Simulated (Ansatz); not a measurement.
```xyz
4

Cl   -1.3485   -0.1185    1.7111
Cl   -0.3195    0.0619   -2.1574
O     1.5920    0.0136    0.4241
Ti    0.0759    0.0430    0.0222
```

Geometry: PBE0-D4/def2-SVP.

Method: isolated molecule in a Gaussian basis; Kohn-Sham density functional theory, functional PBE0 (Ansatz).

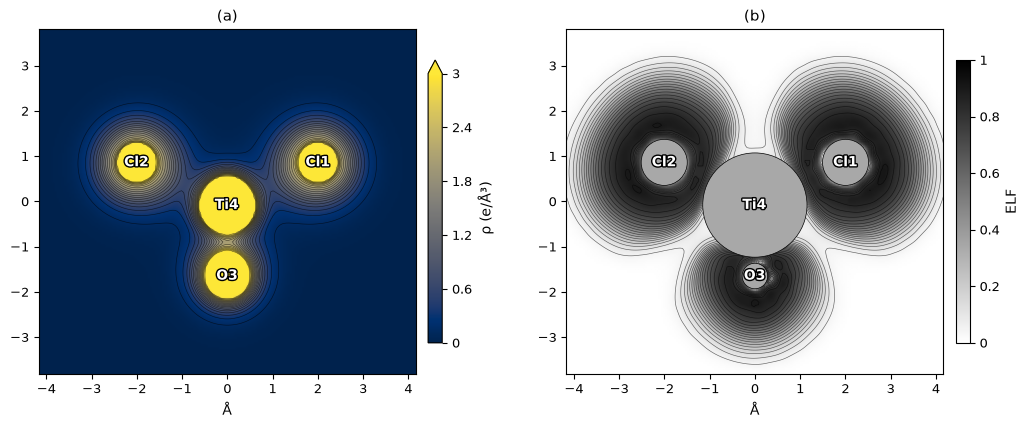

Cl$_{2}$OTi (SMILES [O]=[Ti]([Cl])[Cl]). (a) electron density; (b) ELF on the molecular plane. Grey discs cover the atomic cores in the ELF map.

**Read the bonding off the picture.**

The section cuts through Cl, O and Ti sites. Ti–O (1.57 Å): the density is about 2.1 e/Å³ at the midpoint; the ELF peaks at about 0.75 in the valence shell of O, 0.5 Å from its nucleus, and drops to about 0.40 between the two atoms. Ti–Cl (2.22 Å): the density is about 0.66 e/Å³ at the midpoint; the ELF peaks at about 0.85 in the valence shell of Cl, 0.8 Å from its nucleus, and is about 0.45 at the midpoint.
